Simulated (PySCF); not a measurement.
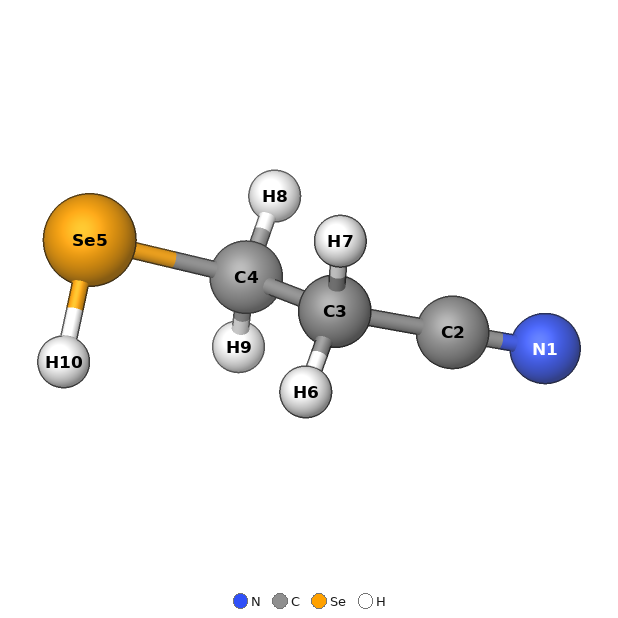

Numbered structure. Computed geometry: PBE0-D3(BJ)/def2-SVP optimisation. No frequency run is at hand to confirm it as a minimum.

Give the bond lengths.

| bond | length (Å) | order |
| --- | --- | --- |
| N1–C2 | 1.157 | triple |
| C2–C3 | 1.459 | single |
| C3–C4 | 1.527 | single |
| C3–H6 | 1.102 | single |
| C3–H7 | 1.102 | single |
| C4–Se5 | 1.950 | single |
| C4–H8 | 1.100 | single |
| C4–H9 | 1.098 | single |
| Se5–H10 | 1.471 | single |
